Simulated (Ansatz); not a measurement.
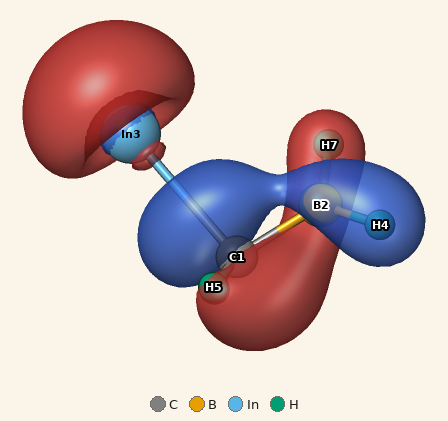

Figure 1: CH$_{4}$BIn (charge +1, doublet). One frontier orbital at ±0.1 Å⁻³ᐟ² (blue and red are the two phases), seen at a tilt.

Geometry: PBE0-D3(BJ)/def2-SVP; core potentials replace the inner electrons of In.

Computed with isolated molecule in a Gaussian basis; Kohn-Sham density functional theory, functional PBE0 in Ansatz.

```xyz
7

C    -0.9141   -0.6547    0.1844
B     0.3601   -1.3327   -0.3526
In    0.1393    1.5395    0.9911
H     0.4864   -2.5266   -0.2252
H    -1.4638   -1.0002    1.0716
H    -1.5561   -0.1172   -0.5371
H     1.2419   -0.7052   -0.8985
```

Which orbital is it: HOMO (α) or LUMO (α)?

The HOMO (α), at −12.15 eV. It lies mainly on C1 (about 40 %), In3 (about 35 %) and B2 (about 10 %).
